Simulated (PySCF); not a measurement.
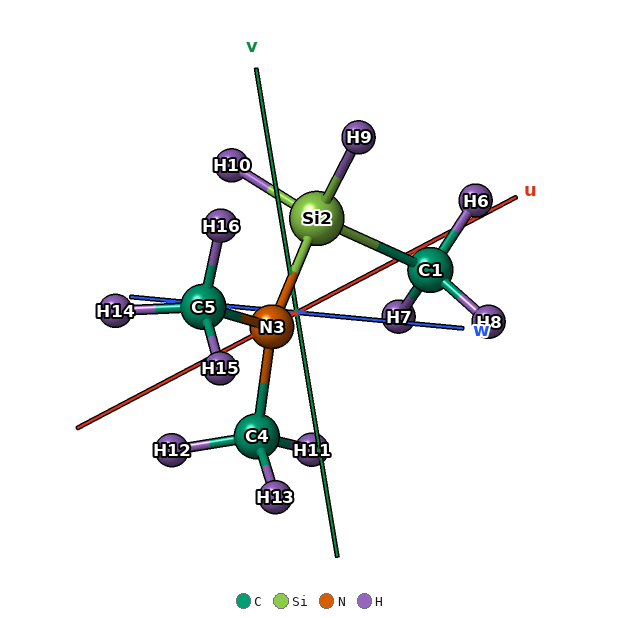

The lines u, v and w are the principal axes of the static dipole polarisability. The computed structure is the end point of a GFN2-xTB optimisation. No frequency run is at hand to confirm it as a minimum. Level of theory: CAM-B3LYP/def2-SVPD (PySCF 2.14.0).

### Along which axis is the molecule most polarisable, and along which least?

Most along u (close to the long direction C1···C5), least along w.

### Give the three principal values.

u 81.3, v 72.8, w 63.9 bohr³; mean 72.7, anisotropy 15.1 bohr³.

The geometry is semi-empirical. Around Si such bond lengths and angles can be off by a tenth of an ångström or more and by several degrees, and values that hang on the shape move with them.
